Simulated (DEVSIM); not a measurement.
System: illuminated Si n-on-p cell, one wavelength, with a back-surface field, at 300 K.

```
layer (left to right)  material  thickness (μm)  Nd (cm⁻³)  Na (cm⁻³)   τn (s)   τp (s)  absorption coefficient (cm⁻¹)
---------------------  --------  --------------  ---------  ---------  -------  -------  -----------------------------
1                            Si           0.160     3.2e18          -   6.7e-6   2.5e-5                            430
2                            Si             150          -     3.7e16  0.00011  0.00011                            430
3                            Si           0.790          -     1.7e18  0.00011  0.00011                            430
```

Left contact: ohmic, minority hole recombination velocity 1e6 cm/s. Right contact: ohmic, minority electron recombination velocity 900 cm/s. Voltage is applied to the left contact. Recombination: SRH at mid-gap, radiative, Auger. Light enters at the left, 2.1e17 photons cm⁻² s⁻¹, one pass, no reflection. Mobility is μmin + (μ − μmin)/(1 + (N/Nref)^α).

Constants are typed, rounded textbook-type inputs, not results; the design itself was drawn at random and stands for no fabricated device. Values at 300 K.

```
parameter           Si
-------------  -------
gap (eV)         1.124
affinity (eV)     4.05
permittivity      11.7
Nc (cm⁻³)      2.86e19
Nv (cm⁻³)       3.1e19
μn (cm²/Vs)       1417
μp (cm²/Vs)        470
μn,min              52
μp,min              45
Nref,n          9.7e16
Nref,p          2.2e17
αn                0.68
αp                0.72
B (cm³/s)      4.7e-15
Cn (cm⁶/s)     2.8e-31
Cp (cm⁶/s)     9.9e-32
```

Model (solved in DEVSIM): 1D drift-diffusion, Boltzmann statistics, complete ionisation; no tunnelling, impact ionisation, image-force lowering or self-heating.

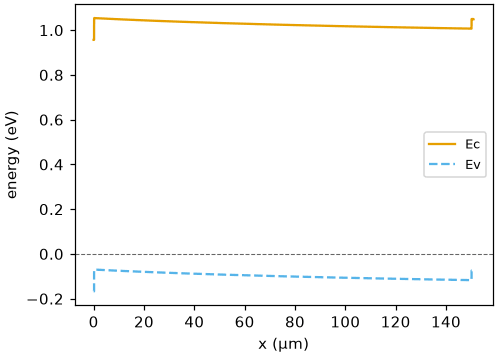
Fig. 1. Band edges at -0.9 V on the left contact, in the dark

Energies count from the Fermi level of the right contact; mesh points crowd at the junctions.

```tsv
x (μm)	Ec (eV)	Ev (eV)	n (cm⁻³)	p (cm⁻³)	field (V/cm)
0.000	0.957	-0.167	3.2e18	3.5e14	-11
0.03993	0.957	-0.167	3.2e18	9.0e14	≈ 0
0.1130	0.957	-0.167	3.2e18	1.9e15	≈ 0
0.1567	0.964	-0.160	2.4e18	3.3e15	30000
0.2283	1.054	-0.070	7.4e16	1.1e17	50
0.4138	1.054	-0.070	7.4e16	1.1e17	≈ 0
0.9721	1.054	-0.070	7.4e16	1.1e17	≈ 0
3.921	1.052	-0.072	7.8e16	1.1e17	≈ 0
11.53	1.048	-0.076	8.7e16	1.2e17	≈ 0
35.84	1.037	-0.087	1.2e17	1.5e17	≈ 0
96.06	1.018	-0.105	2.0e17	2.4e17	≈ 0
138.2	1.009	-0.115	2.7e17	3.1e17	≈ 0
146.2	1.008	-0.116	2.9e17	3.2e17	≈ 0
148.9	1.007	-0.117	2.9e17	3.3e17	≈ 0
149.9	1.007	-0.117	2.9e17	3.3e17	≈ 0
150.1	1.007	-0.117	3.0e17	3.3e17	≈ 0
150.2	1.014	-0.110	2.3e17	4.3e17	13000
150.2	1.050	-0.074	5.6e16	1.8e18	≈ 0
150.4	1.050	-0.074	5.6e16	1.8e18	≈ 0
150.7	1.050	-0.074	5.6e16	1.8e18	≈ 0
150.9	1.050	-0.074	5.6e16	1.8e18	≈ 0
150.9	1.049	-0.075	5.7e16	1.7e18	-2700
```
